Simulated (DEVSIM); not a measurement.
System: TaN/AlN/p-Si capacitor, at 250 K.

```csv
layer (left to right),material,thickness (nm),Na (cm⁻³)
1,AlN,12.0,-
2,Si,14000,1.8e15
```

Metal gate on the left, work function 4.4 eV. Fixed charge at the semiconductor interface 0 cm⁻² (in units of +e); no interface traps.

Constants are typed, rounded textbook-type inputs, not results; the design itself was drawn at random and stands for no fabricated device. Values at 300 K; Nc and Nv go as T^1.5, mobilities as T to minus their exponent, the gap by Varshni's rule with the affinity fixed.

```
parameter         AlN        Si
----------------  ---  --------
gap (eV)          6.1     1.124
affinity (eV)     1.9      4.05
permittivity      8.5      11.7
Nc (cm⁻³)           -   2.86e19
Nv (cm⁻³)           -    3.1e19
Varshni α (eV/K)    -  0.000473
Varshni β (K)       -       636
```

Model (solved in DEVSIM): 1D Poisson equation in equilibrium, Boltzmann statistics, complete ionisation; no quantum confinement or tunnelling. Metal contacts follow the ideal Schottky-Mott rule: no Fermi-level pinning, no interface dipoles.

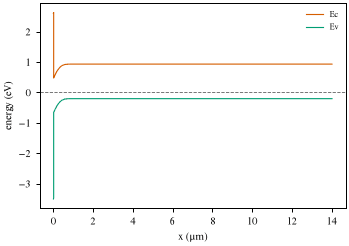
*Band edges at -0.1 V on the gate*

Energies count from the Fermi level of the right contact; mesh points crowd at the junctions.

```tsv
x (μm)	Ec (eV)	Ev (eV)	n (cm⁻³)	p (cm⁻³)	field (V/cm)
0.000	2.600	-3.500	< 1e2	< 1e2	21000
0.001657	2.603	-3.497	< 1e2	< 1e2	21000
0.005027	2.611	-3.489	< 1e2	< 1e2	21000
0.009356	2.620	-3.480	< 1e2	< 1e2	21000
0.01195	2.626	-3.474	< 1e2	< 1e2	21000
0.01355	0.478	-0.658	5.0e9	1300000	16000
0.01783	0.485	-0.651	3.7e9	1700000	15000
0.03535	0.511	-0.625	1.1e9	6000000	15000
0.07417	0.567	-0.569	8.1e7	7.9e7	14000
0.1690	0.686	-0.451	330000	2.0e10	11000
0.4194	0.879	-0.257	< 1e2	1.5e14	4300
1.443	0.932	-0.204	< 1e2	1.8e15	≈ 0
3.587	0.932	-0.204	< 1e2	1.8e15	≈ 0
8.675	0.932	-0.204	< 1e2	1.8e15	≈ 0
12.49	0.932	-0.204	< 1e2	1.8e15	≈ 0
13.42	0.932	-0.204	< 1e2	1.8e15	≈ 0
13.78	0.932	-0.204	< 1e2	1.8e15	≈ 0
13.92	0.932	-0.204	< 1e2	1.8e15	≈ 0
13.99	0.932	-0.204	< 1e2	1.8e15	≈ 0
14.00	0.932	-0.204	< 1e2	1.8e15	≈ 0
14.01	0.932	-0.204	< 1e2	1.8e15	≈ 0
14.01	0.932	-0.204	< 1e2	1.8e15	≈ 0
```
